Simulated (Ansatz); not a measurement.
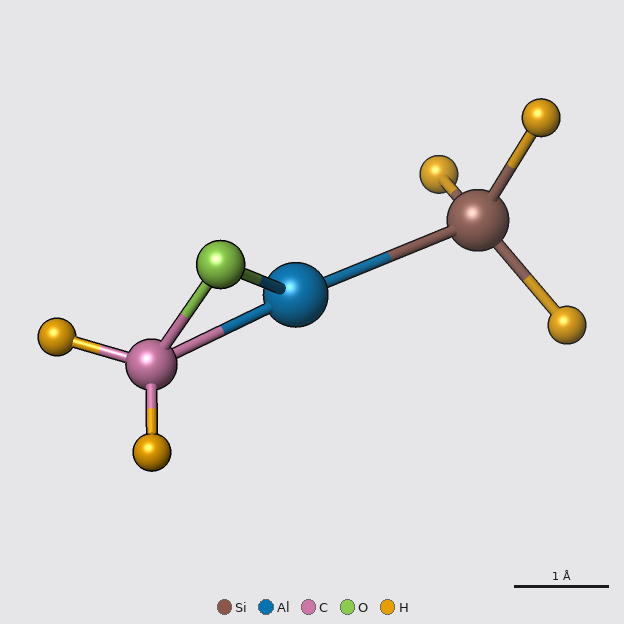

The geometry was computed by an optimisation with PBE0-D4/def2-TZVP.

Describe the molecule.

Formula CH5AlOSi. SMILES: `[SiH3][Al]1[CH2][O]1`. Among its groups: Si–H bond. Coordination, clear cases only: 1 Si tetrahedral; 1 Al T-shaped.

The parts below concern this one geometry. Atoms keep their numbers from picture to picture.

Levels of theory compared

Program: Ansatz 0.2.0.

Compare HOMO–LUMO gap (eV) at these levels: B3LYP-D4/def2-TZVPP; B97M-V/def2-TZVPP; BHLYP-D4/def2-TZVPP; BLYP-D4/def2-TZVPP; CAM-B3LYP-D4/def2-TZVPP; HSE06 (plane-wave form)-D4/def2-TZVPP; PBE0-D4/def2-TZVPP; SPW92 (LDA)/def2-TZVPP; r2SCAN-D4/def2-TZVPP; r2SCAN0-D4/def2-TZVPP; ωB97M-V/def2-TZVPP; ωB97X-V/def2-TZVPP.

```csv
level,HOMO–LUMO gap (eV)
B3LYP-D4/def2-TZVPP,4.33
B97M-V/def2-TZVPP,3.08
BHLYP-D4/def2-TZVPP,6.57
BLYP-D4/def2-TZVPP,2.83
CAM-B3LYP-D4/def2-TZVPP,7.02
HSE06 (plane-wave form)-D4/def2-TZVPP,3.93
PBE0-D4/def2-TZVPP,4.70
SPW92 (LDA)/def2-TZVPP,2.80
r2SCAN-D4/def2-TZVPP,3.20
r2SCAN0-D4/def2-TZVPP,4.93
ωB97M-V/def2-TZVPP,8.55
ωB97X-V/def2-TZVPP,8.92
```

Dipole moment

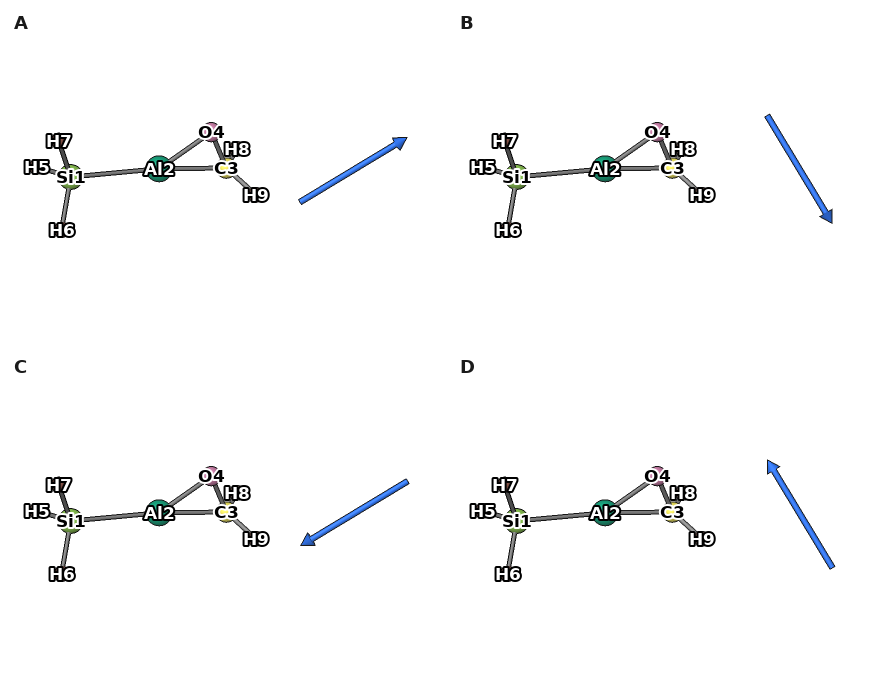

The same molecule four times, each with an arrow. Method: RKS r2SCAN-D4/def2-TZVPP (Ansatz 0.2.0).

> Which arrow points along the dipole moment, from the negative to the positive end?

C. The dipole moment is 2.60 D; it points from the side of O4, H8, H9 to the side of H5, H6 (the outermost atoms at the two ends).

Charges

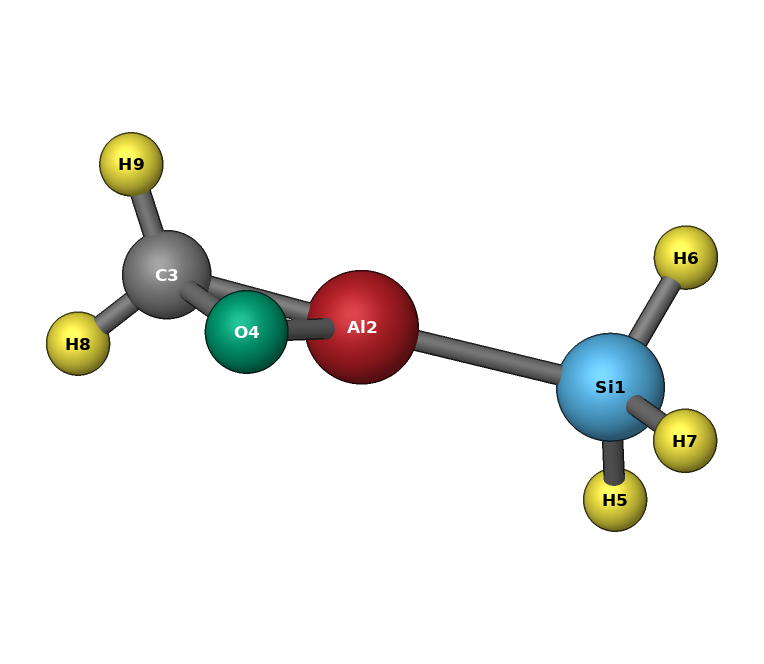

The questions are on Mulliken charges. Level of theory: RKS ωB97M-V/def2-TZVPP (Ansatz 0.2.0).

> Which atom carries the highest charge (most positive or least negative)?

Al2 (0.43 e).

> And the lowest?

O4 (−0.40 e).

List the Mulliken charges.

```
atom  value (e)
 Si1      −0.04
 Al2       0.43
  C3      −0.17
  O4      −0.40
  H5      −0.01
  H6      −0.01
  H7       0.00
  H8       0.09
  H9       0.09
```

Mulliken values depend strongly on the basis set and can even reverse the polarity of a bond.
